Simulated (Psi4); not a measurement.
# UB3LYP/cc-pVTZ run of SiH3 (silyl radical)

Aim: the energy change on altering one bond length of SiH3 (silyl radical) at UB3LYP/cc-pVTZ, from 2 runs. 

Program for the calculation: Psi4 1.11.

2 further runs of the same task are left out: 2 set aside as unsound or not needed.

## Step 1: The structure to begin with

SiH3: 4 atoms, total charge 0, spin state doublet. SMILES: `[SiH3]`. The shape is that of a PBE0-D4/def2-TZVP optimisation.

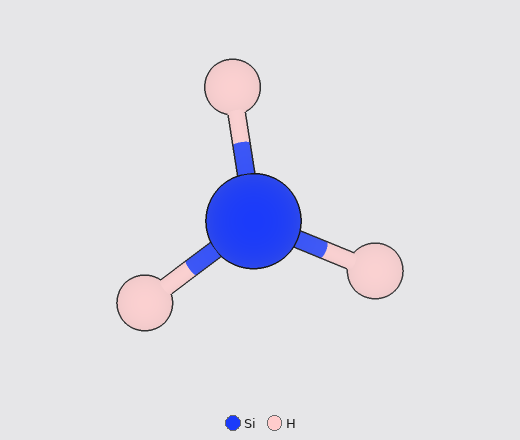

The structure, seen from a chosen angle (silicon blue, hydrogen pink).

## Step 2: Energy and gradient at UB3LYP/cc-pVTZ

The input, h3si.xyz:

```xyz
4
H3Si
Si     0.293780    -0.026900    -0.164030
H      0.559150     0.665300     1.123900
H     -0.224040    -1.401650     0.060130
H     -0.628890     0.763250    -1.019990
```

The input, calc.py:

```python
import psi4

psi4.set_memory(2200000000)
psi4.set_num_threads(1)
psi4.set_output_file('psi4.out', False)

with open('h3si.xyz') as f:
    atoms = ''.join(f.readlines()[2:])
molecule = psi4.geometry('0 2\n' + atoms + 'symmetry c1\nno_reorient\nno_com')

psi4.set_options({
    'basis': 'cc-pVTZ',
    'reference': 'uks',
    'puream': True,
    'e_convergence': 1e-09,
    'd_convergence': 1e-08,
    'scf_type': 'pk',
    'dft_radial_points': 99,
    'dft_spherical_points': 590,
    'maxiter': 100,
})

e, wfn = psi4.gradient('b3lyp', molecule=molecule, return_wfn=True)
psi4.oeprop(wfn, 'QUADRUPOLE', 'MAYER_INDICES', 'WIBERG_LOWDIN_INDICES')
print('gradient / Eh bohr^-1')
print(e.np.round(6))
print(f'energy = {wfn.energy():.10f} Eh')
```

The run is started by

```
$ python calc.py
```

psi4.out:

```text
[...]
  Running in c1 symmetry.
[...]
  Nuclear repulsion =   15.603296005737016
[...]
  Multiplicity = 2
[...]
  Nalpha       = 9
  Nbeta        = 8
[...]
    Number of basis functions: 76
[...]
   @UKS iter   1:  -291.22691579637348   -3.24362e-01   3.61483e-03 DIIS/ADIIS
[...]
   @UKS iter   9:  -291.26516458790945   -4.32010e-12   4.94565e-09 DIIS
[...]
   @S^2 Observed:                7.519294006E-01
[...]
    Orbital Energies [Eh]
    ---------------------
    Alpha Occupied:
       1A    -66.145173     2A     -5.290032     3A     -3.652868
       4A     -3.646547     5A     -3.646547     6A     -0.543661
       7A     -0.362742     8A     -0.362740     9A     -0.224028
    Alpha Virtual:
      10A      0.033225    11A      0.033227    12A      0.037765
      13A      0.145944    14A      0.183020    15A      0.183020
      16A      0.186729    17A      0.186730    18A      0.232313
      19A      0.307673    20A      0.307674    21A      0.330912
      22A      0.380792    23A      0.553109    24A      0.553109
      25A      0.642319    26A      0.703496    27A      0.703496
[...]
  @UKS Final Energy:  -291.26516458790945
   => Energetics <=
    Nuclear Repulsion Energy =             15.6032960057370165
    One-Electron Energy =                -433.6332555294526401
    Two-Electron Energy =                 144.4872314250590648
    DFT Exchange-Correlation Energy =     -17.7224364892529600
    Empirical Dispersion Energy =           0.0000000000000000
    VV10 Nonlocal Energy =                  0.0000000000000000
    Total Energy =                       -291.2651645879095099
[...]
  -Total Gradient:
     Atom            X                  Y                   Z
    ------   -----------------  -----------------  -----------------
       1       -0.000256310758     0.000022982100     0.000142078874
       2        0.000294752391     0.000201482884     0.000293635381
       3        0.000045478502    -0.000457630534    -0.000045416733
       4       -0.000083859909     0.000233197405    -0.000390359715
[...]
 Multipole Moments:
 ------------------------------------------------------------------------------------
     Multipole            Electronic (a.u.)      Nuclear  (a.u.)        Total (a.u.)
 ------------------------------------------------------------------------------------
 L = 1.  Multiply by 2.5417464519 to convert [e a0] to [Debye]
 Dipole X            :         -7.1988730            7.2171286            0.0182557
 Dipole Y            :          0.6591636           -0.6608372           -0.0016736
 Dipole Z            :          4.0194143           -4.0296142           -0.0101999
 Magnitude           :                                                    0.0209788
 L = 2.  Multiply by 1.3450342976 to convert [e a0^2] to [Debye ang]
 Quadrupole XX       :        -19.0667151            7.0229951          -12.0437201
 Quadrupole XY       :         -0.3272860            0.3406450            0.0133590
[...]
```

On the terminal:

```text
gradient / Eh bohr^-1
[[-2.56e-04  2.30e-05  1.42e-04]
 [ 2.95e-04  2.01e-04  2.94e-04]
 [ 4.50e-05 -4.58e-04 -4.50e-05]
 [-8.40e-05  2.33e-04 -3.90e-04]]
energy = -291.2651645879 Eh
```

It took 36 s on 1 thread of Intel Xeon at 2.50GHz (Skylake/Cascade Lake), shared host; peak memory 0.94 GiB.

## Step 3: The distorted shape: the energy at UB3LYP/cc-pVTZ

The input, input.in:

```
memory 2200 mb

molecule {
  0 2
  Si
  H 1 1.486044
  H 1 1.9319 2 111.24812
  H 1 1.486043 2 111.2484 3 124.64039
  symmetry c1
  no_reorient
  no_com
}

set {
  reference            uks
  puream               true
  e_convergence        1e-09
  d_convergence        1e-08
  scf_type             pk
  dft_radial_points    99
  dft_spherical_points 590
  maxiter              100
}

E, wfn = energy("b3lyp/cc-pVTZ", return_wfn=True)
oeprop(wfn, "LOWDIN_CHARGES", "MAYER_INDICES", "QUADRUPOLE")
```

The run is started by

```
$ psi4 input.in input.out -n 1
```

input.out:

```text
[...]
  Running in c1 symmetry.
[...]
  Nuclear repulsion =   14.394970167900633
[...]
  Multiplicity = 2
[...]
  Nalpha       = 9
  Nbeta        = 8
[...]
    Number of basis functions: 76
[...]
   @UKS iter   1:  -291.19590878871333   -3.78388e-01   3.39218e-03 DIIS/ADIIS
[...]
   @UKS iter  12:  -291.22998572544958   -3.75167e-12   1.58611e-09 DIIS
[...]
   @S^2 Observed:                7.518902624E-01
[...]
    Orbital Energies [Eh]
    ---------------------
    Alpha Occupied:
       1A    -66.172020     2A     -5.311586     3A     -3.674284
       4A     -3.668965     5A     -3.667802     6A     -0.535714
       7A     -0.371876     8A     -0.324765     9A     -0.230411
    Alpha Virtual:
      10A     -0.032298    11A      0.031654    12A      0.032223
      13A      0.146005    14A      0.179239    15A      0.183255
      16A      0.183525    17A      0.192337    18A      0.228402
      19A      0.293299    20A      0.305561    21A      0.329645
      22A      0.341635    23A      0.481303    24A      0.549210
      25A      0.609840    26A      0.655758    27A      0.688351
[...]
  @UKS Final Energy:  -291.22998572544958
   => Energetics <=
    Nuclear Repulsion Energy =             14.3949701679006328
    One-Electron Energy =                -431.0362415550997071
    Two-Electron Energy =                 143.0682945065365743
    DFT Exchange-Correlation Energy =     -17.6570088447870930
    Empirical Dispersion Energy =           0.0000000000000000
    VV10 Nonlocal Energy =                  0.0000000000000000
    Total Energy =                       -291.2299857254495805
[...]
 Multipole Moments:
 ------------------------------------------------------------------------------------
     Multipole            Electronic (a.u.)      Nuclear  (a.u.)        Total (a.u.)
 ------------------------------------------------------------------------------------
 L = 1.  Multiply by 2.5417464519 to convert [e a0] to [Debye]
 Dipole X            :         -0.9520979            0.9632565            0.0111586
 Dipole Y            :         -1.1162079            0.8565646           -0.2596433
 Dipole Z            :         -0.1018560            0.2090915            0.1072355
 Magnitude           :                                                    0.2811381
 L = 2.  Multiply by 1.3450342976 to convert [e a0^2] to [Debye ang]
 Quadrupole XX       :        -16.6979727            4.4187436          -12.2792291
 Quadrupole XY       :          3.4009217           -3.3976401            0.0032816
[...]
```

It took 27 s on 1 thread of Intel Xeon at 2.50GHz (Skylake/Cascade Lake), shared host; peak memory 0.93 GiB.

## Step 4: What came out

Level: UB3LYP/cc-pVTZ.

| quantity | value |
| --- | --- |
| first shape: total energy | -291.26516 Eh |
| first shape: dipole moment | 0.05 D |
| first shape: HOMO energy (highest over α and β) | -6.10 eV |
| first shape: LUMO energy (lowest over α and β) | -2.94 eV |
| first shape: ⟨S²⟩ | 0.752 |
| first shape: largest force on an atom | 0.024 eV/Å |
| distorted shape: total energy | -291.22999 Eh |
| distorted shape: dipole moment | 0.71 D |
| distorted shape: HOMO energy (highest over α and β) | -6.27 eV |
| distorted shape: LUMO energy (lowest over α and β) | -3.20 eV |
| distorted shape: ⟨S²⟩ | 0.752 |
| energy change with the Si1–H3 bond stretched from 1.486 to 1.932 Å | 0.957 eV |

**Reading.** With the Si1–H3 bond stretched from 1.486 to 1.932 Å the energy rises by 0.96 eV (22.1 kcal/mol).
